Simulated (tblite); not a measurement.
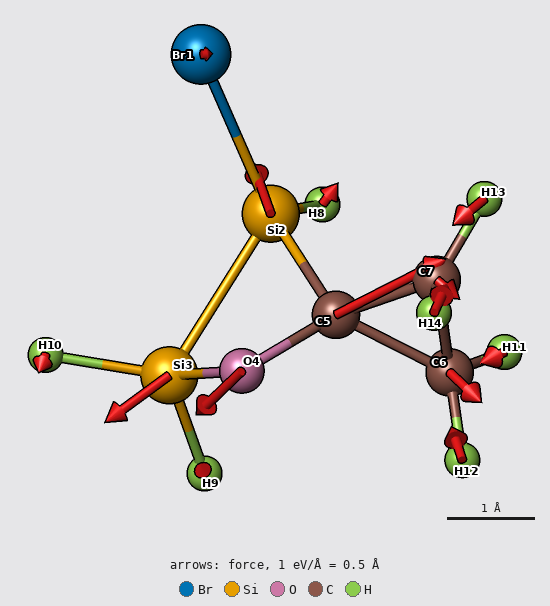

Starting geometry of C3H7BrOSi2 with the computed forces as red arrows. The picture is a ball-and-stick view, seen at a tilt.

Method: GFN2-xTB geometry optimisation, gas phase in tblite 0.8.0. 

What follows when this structure is relaxed?

It isn't relaxed: the largest force vector, on C5, is 3.20 eV/Å. The final displacements have little in common with the starting forces (cosine between the two patterns 0.25). H9 moves most after the best rigid fit: 0.92 Å. Largest moves by element: H 0.92 Å, O 0.78 Å, Br 0.70 Å, C 0.36 Å, Si 0.33 Å. Among the contacts that change: Si2–Si3 2.221 → 2.329 Å, Si2–C5 1.831 → 1.906 Å, Si3–O4 1.713 → 1.642 Å, O4–C5 1.384 → 1.434 Å. Bond angles that change, for instance: Si3–Si2–H8 112.5° → 131.5°, Si3–O4–C5 92.7° → 108.5°, Br1–Si2–H8 118.0° → 102.3°. Groups turn about O4–C5 by about 40°, Si3–O4 by about 30°, Si2–Si3 by about 30°. The energy falls by 121.6 kJ/mol in 76 geometry steps.
